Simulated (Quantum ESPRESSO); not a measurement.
# Gap and tunnelling decay at a withheld lattice constant: C, zinc blende or diamond type

**Set-up.** Quantum ESPRESSO 7.5 (pw.x, pwcond.x with ikind = 0), PBE, GBRV ultrasoft, cubic crystals. κ is the slowest decay along [001] at mid-gap among three points across the current.

| a (Å) | gap on the mesh (eV) | κ (1/Å) |
| --- | --- | --- |
| 3.356 | 4.576 | 0.301 |
| 3.463 | 4.350 | 0.303 |
| 3.570 | 4.145 | 0.304 |
| 3.784 | 3.769 | 0.306 |

One more run was made and is withheld. What are gap and κ at a = 3.677 Å?

**Fit.** A line through the rows at 3.570 and 3.784 Å gives a gap of 4.145 + 0.500 × (3.769 − 4.145) = 3.96 eV and κ = 0.305 1/Å. The two-band model κ = 0.5123 √(m* E_g/4) needs m* = 0.340 at 3.570 Å; with that mass and the new gap, κ = 0.297 1/Å.

**Check.** The gap is 3.951 eV and κ = 0.306 1/Å. The line misses the gap by +0.006 eV and κ by −0.3 %; the two-band estimate misses κ by −2.9 %.

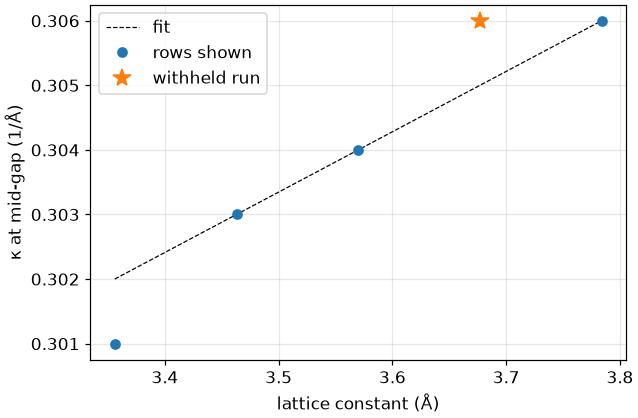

The rows shown, the fit and the withheld run.

Caveats: The structure type is imposed. Local and semilocal gaps and decay constants are too small; no spin-orbit coupling. For an indirect gap m* is a fitting number alone.
